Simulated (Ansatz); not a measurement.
Cl2F3HMoO (SMILES [OH][Mo]([F])([F])([F])([Cl])[Cl])

```yaml
atoms:
  - { symbol: Cl, position_ang: [-1.6566, 1.0255, 1.5769] }
  - { symbol: Cl, position_ang: [1.6887, -0.3182, -1.2799] }
  - { symbol: F, position_ang: [1.1071, 0.2139, 1.6168] }
  - { symbol: F, position_ang: [-1.1649, 0.6135, -1.2308] }
  - { symbol: F, position_ang: [0.6457, 2.0033, -0.1216] }
  - { symbol: Mo, position_ang: [-0.0127, 0.3210, 0.1670] }
  - { symbol: O, position_ang: [-0.4184, -1.4423, 0.2437] }
  - { symbol: H, position_ang: [-0.1750, -2.3226, -0.0717] }
```

Geometry: PBE0-D4/def2-SVP; core potentials replace the inner electrons of Mo.

The calculation used Ansatz, isolated molecule in a Gaussian basis; Kohn-Sham density functional theory, functional PBE0.

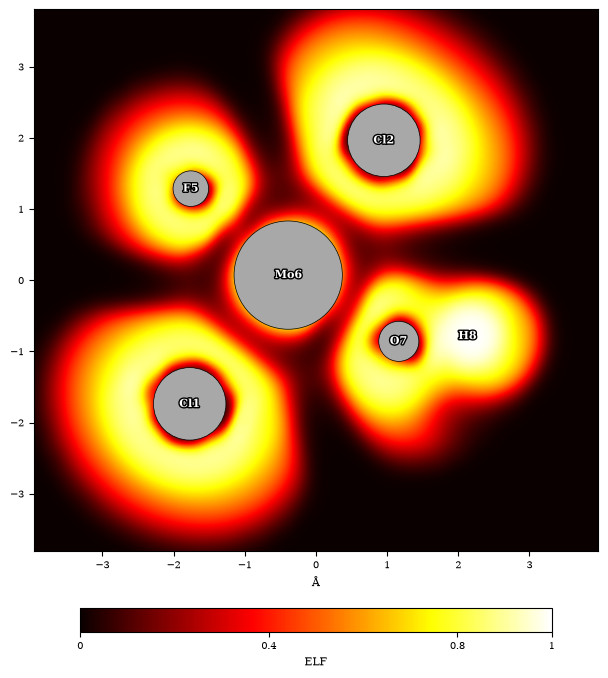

Figure 1. Electron localisation function on the plane of atoms Cl1, Mo6 and O7. Grey discs cover the atomic cores.

Question: Interpret the plot.

Answer:
- The plane passes through Cl, F, Mo, O and H nuclei.
- Mo–O (1.81 Å): the ELF peaks at about 0.80 in the valence shell of O, 0.5 Å from its nucleus, and drops to about 0.30 between the two atoms.
- Mo–F (1.83 Å): the ELF peaks at about 0.85 in the valence shell of F, 0.5 Å from its nucleus, and drops to about 0.30 between the two atoms.
- Mo–Cl (2.28 Å): the ELF peaks at about 0.85 in the valence shell of Cl, 0.8 Å from its nucleus, and is about 0.40 at the midpoint.
- O–H (0.97 Å): the ELF climbs to about 1 towards the hydrogen, as it does in any bond to H; a covalent bond by its length.
- Mo–Cl (2.32 Å): the ELF peaks at about 0.85 in the valence shell of Cl, 0.8 Å from its nucleus, and is about 0.40 at the midpoint.

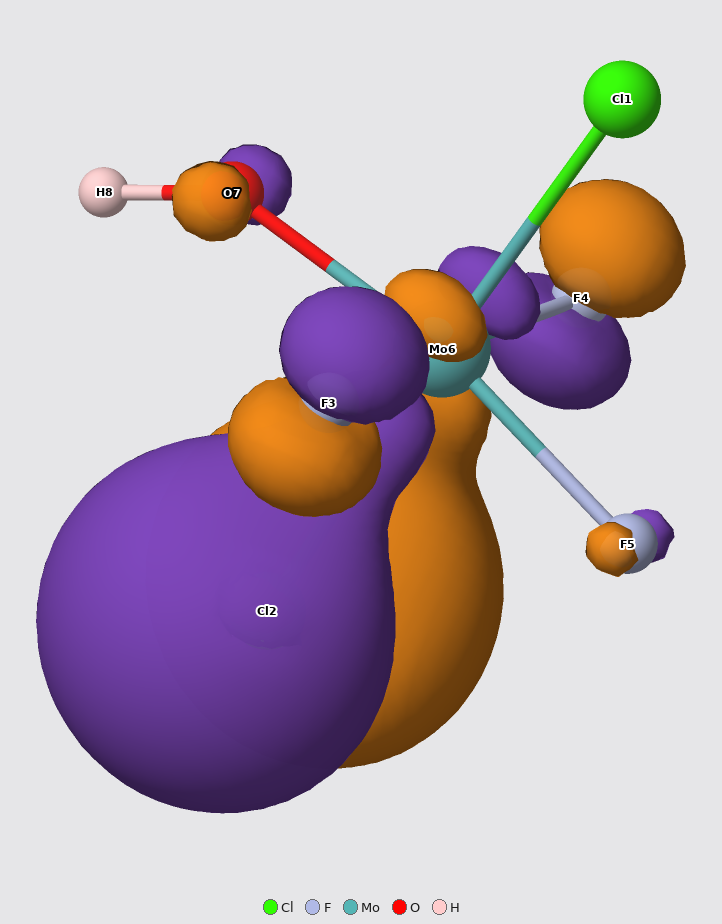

Figure 2. The HOMO−1 at ±0.1 Å⁻³ᐟ² (orange and purple are the two phases), seen at a tilt.

Question: Where does this orbital lie, and at what energy?

Answer: It lies mainly on Cl2 (about 85 %); largely a lone pair of Cl2. Its energy is −9.83 eV.

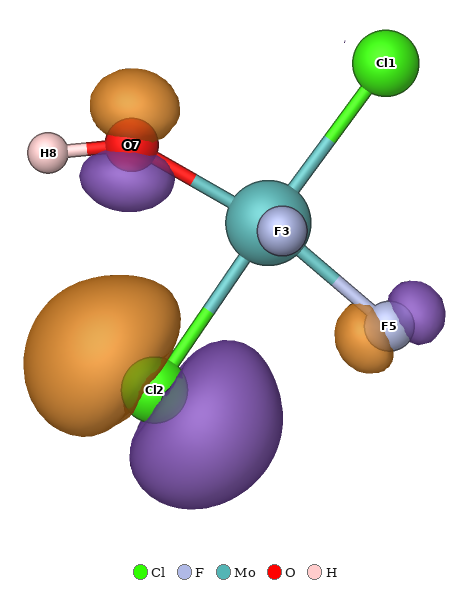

Figure 3. One frontier orbital at ±0.15 Å⁻³ᐟ² (orange and purple are the two phases), seen across its widest extent.

Question: Which orbital is it: HOMO or LUMO?

Answer: The HOMO, at −9.55 eV. By Hirshfeld shares it lies mainly on Cl2 (about 80 %) and O7 (about 10 %); largely a lone pair of Cl2.
